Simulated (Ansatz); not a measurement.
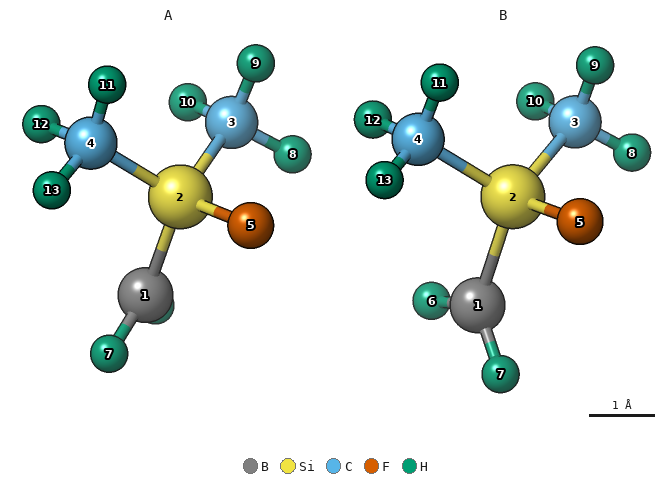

Two geometries of C$_{2}$H$_{8}$BFSi, drawn at one scale. One is the start of a relaxation, the other its converged end. A ball-and-stick model, seen from a free direction.

Computed with RKS BHLYP-D4/6-31G in Ansatz. Settings: no spin polarisation; force threshold 0.02 eV/Å; at most 40 steps.

Q: Which of the two is the end point?

A: Structure B is the relaxed one. The run prepares the start of a later molecular dynamics calculation, from a guessed geometry. The atom that moves furthest after the best rigid fit is H7 (0.97 Å). Largest moves by element: H 0.97 Å, B 0.17 Å, C 0.14 Å, F 0.11 Å, Si 0.05 Å. Near-neighbour distances that change, for instance: B1–Si2 1.879 → 2.014 Å, C4–H13 1.183 → 1.086 Å, Si2–C4 1.808 → 1.895 Å, C3–H8 1.169 → 1.086 Å. Bond angles that change, for instance: Si2–B1–H6 124.3° → 119.1°, H12–C4–H13 103.2° → 108.4°, Si2–C4–H11 114.8° → 110.1°. Groups turn about B1–Si2 by about 60°. Over 13 accepted moves (15 points after the start) the energy falls by 0.781 eV. Largest force component: 4.3 eV/Å at the start, 0.013 eV/Å at the end. The line search rejected the trial steps at points 3, 12 of the run. The forces were under the threshold at step 11, but the run went on from there.

Limits of the set-up: the basis has no polarisation functions, which atoms past neon need.
